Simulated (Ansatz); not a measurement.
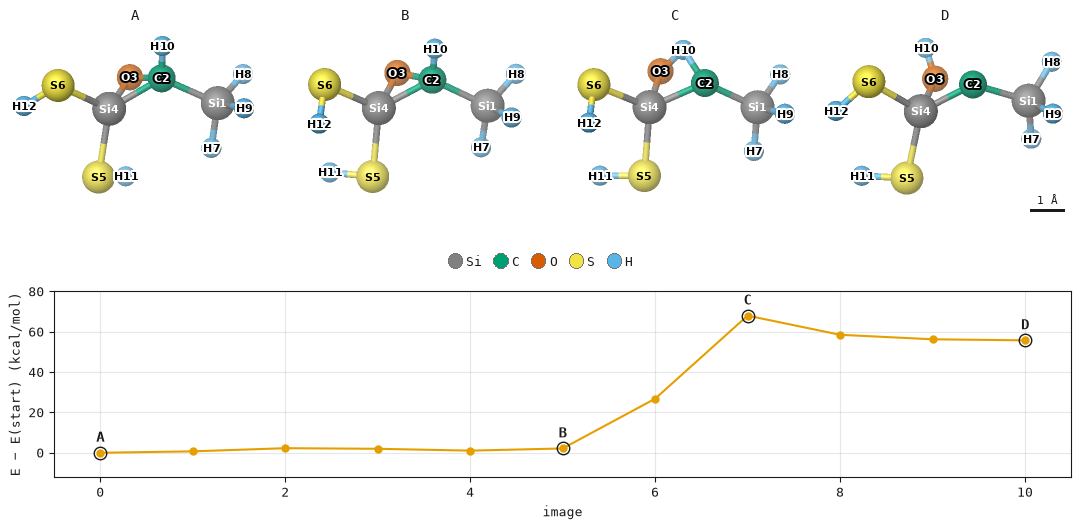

NEB run on CH6OS2Si2. Images are numbered from 0 (start) to 10 (end). Frames A to D are images 0, 5, 7, 10. A ball-and-stick model, seen at a tilt.

Theory: RKS PBE0/6-31G* (Ansatz). Run with 9 movable images; climbing image; force threshold 0.05 eV/Å; iteration limit 60; starting path through a guess of the saddle point.

Question: Describe the mechanism and the energy profile.

Answer: The highest point, image 7, lies 68.0 kcal/mol above the start and 12.3 kcal/mol above the end; the end is at +55.8 kcal/mol relative to the start. The path has more than one stage, and so few images may leave a stage unresolved. Breaking: C2–H10 (1.09 → 1.40 at the top → 2.28 Å). Forming: O3–H10 (2.17 → 1.14 at the top → 0.97 Å). The band converged in 25 iterations. The largest component of the band force went from 12 to 0.038 eV/Å. The climbing image converged on the top of the path. Its vibrational analysis gives one imaginary mode (1376i cm⁻¹), as a transition state must have.

The run took 6.5 min on 2 threads of AMD EPYC 9R45 96-Core Processor (Zen 5) (shared host), peak memory 0.33 GiB.
